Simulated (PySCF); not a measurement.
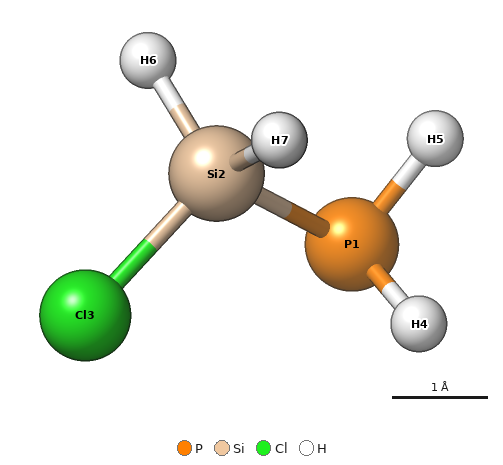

Fig. 1: The input geometry of the first run (ball-and-stick view, seen at a tilt; atoms are numbered from 1 in the order of the input). Bond lengths as drawn: Cl–Si 2.07 Å, H–P 1.43 Å, H–Si 1.49 Å and P–Si 2.26 Å.

## Two runs on SiPH4Cl

System: SiPH4Cl, SMILES P[SiH2]Cl.
Method of the first run: TDDFT wB97X-D/def2-SVPD, vertical, gas phase, core orbitals frozen in the response (PySCF 2.14.0).

The geometry comes from this level: PBE0-D3(BJ)/def2-SVP. Text and figures count atoms from 1; the logs count them from 0 in places.

Input, the first run:
```
{"job": {"kind": "uv", "xc": "wB97X-D", "basis": "def2-SVPD", "ip": true}, "charge": 0, "multiplicity": 1}
P     -0.143821    -1.289114    -1.810786
Si    -2.203127    -0.864354    -0.989599
Cl    -3.500842    -2.311877    -1.704339
H      0.076442    -2.372399    -0.904532
H      0.449065    -0.322324    -0.936045
H     -2.650655     0.466089    -1.490394
H     -2.275473    -0.887173     0.499270
```

The first line tells a small driver script what to run in PySCF; the rest is the geometry in Å.

Launched with:
```bash
OMP_NUM_THREADS=1 python <driver script> task.json out
```

Hardware: 1 CPU thread, shared host.

Output (the first run):
```
coarse grid: 7352 points
cycle   1  E = -1092.9980656598  dE = -8.017e-02  |g| = 2.735e-01  |ddm| = 2.634e+00
cycle   2  E = -1093.0138034061  dE = -1.574e-02  |g| = 2.047e-01  |ddm| = 7.408e-01
cycle   3  E = -1093.0265182088  dE = -1.271e-02  |g| = 1.613e-02  |ddm| = 3.129e-01
cycle   4  E = -1093.0266661799  dE = -1.480e-04  |g| = 4.652e-03  |ddm| = 6.272e-02
cycle   5  E = -1093.0266792335  dE = -1.305e-05  |g| = 1.299e-03  |ddm| = 1.561e-02
cycle   6  E = -1093.0266802558  dE = -1.022e-06  |g| = 3.559e-04  |ddm| = 3.957e-03
final grid: 57088 points
cycle   7  E = -1093.1556687490  dE = -4.405e-05  |g| = 3.683e-03  |ddm| = 5.345e-02
cycle   8  E = -1093.1556716440  dE = -2.895e-06  |g| = 1.998e-03  |ddm| = 1.028e-02
cycle   9  E = -1093.1556727537  dE = -1.110e-06  |g| = 2.706e-04  |ddm| = 3.422e-03
cycle  10  E = -1093.1556727938  dE = -4.018e-08  |g| = 7.654e-05  |ddm| = 7.788e-04
cycle  11  E = -1093.1556727967  dE = -2.878e-09  |g| = 2.433e-05  |ddm| = 1.966e-04
cycle  12  E = -1093.1556727971  dE = -3.997e-10  |g| = 5.785e-06  |ddm| = 7.680e-05
converged SCF energy = -1093.1556727971

Static polarisability (au): isotropic 69.033, principal 58.653 65.987 82.458

Singlet excitations
state   eV       nm        f      main configurations
  1   6.4613    191.9   0.00382   H->L 0.77, H->L+3 0.10
  2   6.9648    178.0   0.07447   H->L+1 0.61, H->L 0.13, H->L+3 0.11
  3   7.0561    175.7   0.02435   H->L+2 0.70, H->L+1 0.13, H->L+3 0.09
  4   7.2928    170.0   0.16468   H->L+3 0.58, H->L+2 0.18
  5   7.4303    166.9   0.02051   H-1->L 0.70, H-2->L 0.12, H-1->L+1 0.08
  6   7.7627    159.7   0.04563   H-2->L 0.64
  7   7.9438    156.1   0.01231   H-1->L+1 0.57, H->L+4 0.26
  8   8.1057    153.0   0.05552   H->L+4 0.43, H-1->L+1 0.15, H->L+5 0.12
  9   8.2916    149.5   0.16049   H-1->L+2 0.63, H-2->L+1 0.14
 10   8.3621    148.3   0.02766   H-2->L+1 0.60, H-1->L+2 0.12

Triplet excitations (Tamm-Dancoff, eV): 5.8075 5.9220 6.4401 6.8788
Vertical ionisation energy (delta-SCF) = 10.0903 eV
```

The input of the second run differs as follows (lines with − go, lines with + come):
```diff
-"xc": "wB97X-D"
+"xc": "LC-wPBE"
```

What does this change do to the results?

The total energies belong to different methods, so their difference says nothing on which is more stable or more accurate. The HOMO goes from −9.72 to −10.51 eV. The LUMO goes from 1.41 to 1.76 eV. The dipole moment goes from 1.78 to 1.86 D. The lowest excitation goes from 6.46 to 6.72 eV. The strongest computed line goes from 7.29 to 8.69 eV. The functional changes from wB97X-D to LC-wPBE. The number of SCF iterations is the same.

Output (the second run):
```
coarse grid: 7352 points
cycle   1  E = -1092.6395009179  dE = -9.415e-02  |g| = 2.991e-01  |ddm| = 2.660e+00
cycle   2  E = -1092.6648300031  dE = -2.533e-02  |g| = 1.819e-01  |ddm| = 6.971e-01
cycle   3  E = -1092.6747999628  dE = -9.970e-03  |g| = 2.160e-02  |ddm| = 2.901e-01
cycle   4  E = -1092.6750901780  dE = -2.902e-04  |g| = 5.269e-03  |ddm| = 8.153e-02
cycle   5  E = -1092.6751113332  dE = -2.116e-05  |g| = 1.283e-03  |ddm| = 2.053e-02
cycle   6  E = -1092.6751129290  dE = -1.596e-06  |g| = 3.762e-04  |ddm| = 4.895e-03
final grid: 57088 points
cycle   7  E = -1092.8399608970  dE = -1.524e-05  |g| = 1.716e-03  |ddm| = 4.733e-02
cycle   8  E = -1092.8399617106  dE = -8.136e-07  |g| = 6.216e-04  |ddm| = 3.775e-03
cycle   9  E = -1092.8399618205  dE = -1.099e-07  |g| = 1.334e-04  |ddm| = 1.672e-03
cycle  10  E = -1092.8399618452  dE = -2.471e-08  |g| = 3.900e-05  |ddm| = 5.024e-04
cycle  11  E = -1092.8399618464  dE = -1.217e-09  |g| = 9.281e-06  |ddm| = 1.224e-04
cycle  12  E = -1092.8399618465  dE = -8.890e-11  |g| = 2.424e-06  |ddm| = 3.937e-05
converged SCF energy = -1092.8399618465

Static polarisability (au): isotropic 67.599, principal 57.710 64.771 80.316

Singlet excitations
state   eV       nm        f      main configurations
  1   6.7165    184.6   0.00710   H->L+1 0.46, H->L+3 0.25, H->L 0.13
  2   7.2064    172.0   0.10458   H->L 0.63
  3   7.3919    167.7   0.01280   H->L+2 0.33, H->L+1 0.26, H->L+3 0.26
  4   7.5981    163.2   0.17356   H->L+2 0.46, H->L+3 0.31
  5   7.7510    160.0   0.01010   H-1->L+1 0.59, H-2->L+1 0.13, H-1->L 0.12
  6   8.1732    151.7   0.03558   H-2->L+1 0.47, H-1->L+1 0.12, H-2->L 0.12
  7   8.3166    149.1   0.01527   H->L+4 0.28, H-1->L 0.27, H-1->L+1 0.12
  8   8.4460    146.8   0.06883   H-1->L 0.23, H->L+4 0.22, H->L+6 0.14
  9   8.6914    142.7   0.22397   H-1->L+2 0.57, H-1->L+3 0.10
 10   8.8647    139.9   0.01332   H-2->L 0.30, H-2->L+2 0.18, H-2->L+1 0.13

Triplet excitations (Tamm-Dancoff, eV): 5.7319 5.8172 6.6127 7.0343
Vertical ionisation energy (delta-SCF) = 10.1536 eV
```

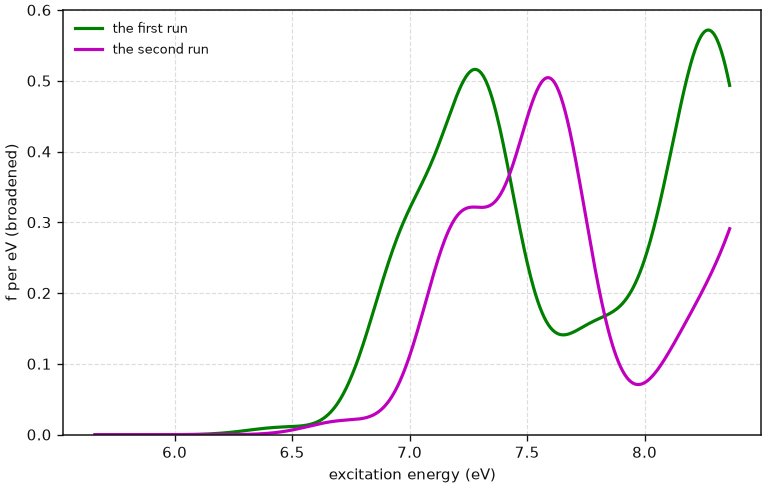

Fig. 2: Absorption of the two runs from their computed states, each broadened by a Gaussian of 0.35 eV full width; the range ends where the shorter list of states ends.

The two runs side by side:

| quantity | the first run | the second run |
| --- | --- | --- |
| outcome | converged | converged |
| total energy (hartree) | −1093.155673 | −1092.839962 |
| HOMO (eV) | −9.72 | −10.51 |
| LUMO (eV) | 1.41 | 1.76 |
| dipole moment (D) | 1.78 | 1.86 |
| lowest excitation (eV) | 6.46 | 6.72 |
| SCF iterations | 12 | 12 |
| strongest computed line (eV) | 7.29 | 8.69 |
| basis functions | 107 | 107 |
| wall time (shared host) | 18 s | 26 s |
